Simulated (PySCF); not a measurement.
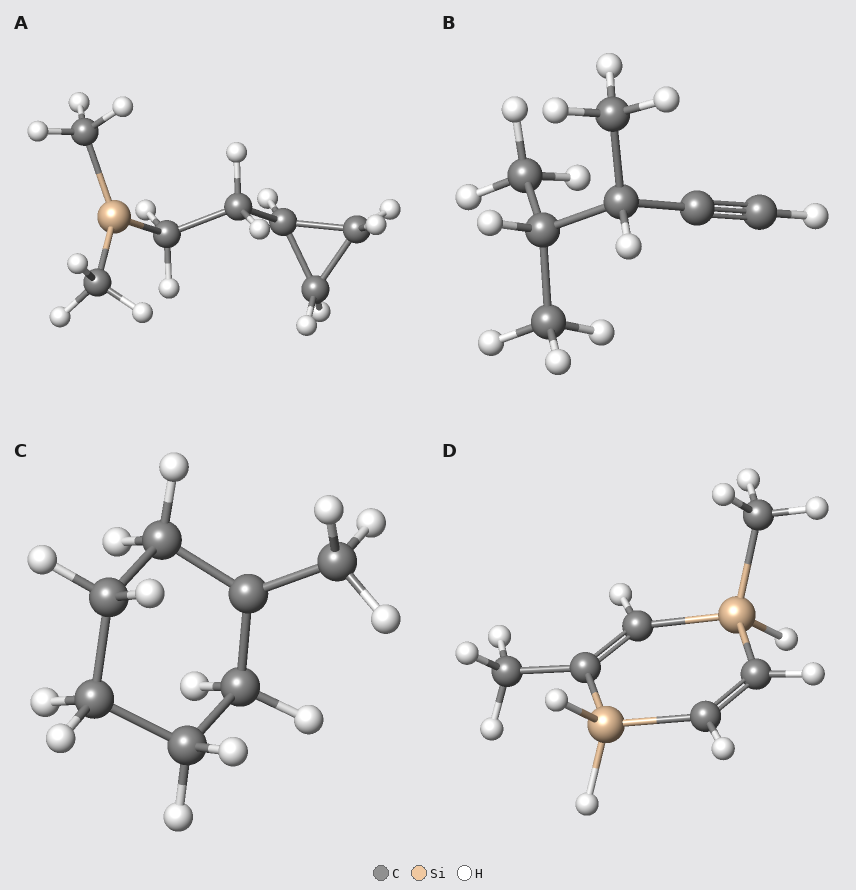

Source: calculation with PySCF.

```xyz
20
charge 0, multiplicity 1
C     2.4103   -0.6943    1.3232
C     1.2074   -0.2147    0.5599
C     0.2355   -1.0577    0.1527
Si   -1.3184   -0.6224   -0.7924
C    -2.8506   -1.1038    0.1870
C    -1.3381    1.2132   -1.1727
C    -0.3932    2.0896   -0.7838
Si    1.1314    1.6336    0.1997
H     2.4870   -0.1917    2.3024
H     3.3427   -0.4601    0.7818
H     2.3759   -1.7813    1.4955
H     0.3646   -2.1234    0.4084
H    -1.3387   -1.3849   -2.0848
H    -2.8823   -0.5671    1.1476
H    -2.8580   -2.1849    0.3960
H    -3.7662   -0.8615   -0.3747
H    -2.1916    1.5992   -1.7507
H    -0.5131    3.1483   -1.0589
H     2.3665    2.0469   -0.5431
H     1.1552    2.3914    1.4938
```

Which panel shows the molecule in this file?

Answer. D. The file holds C6H12Si2, `CC1=C[Si@@H](C)C=C[SiH2]1`.
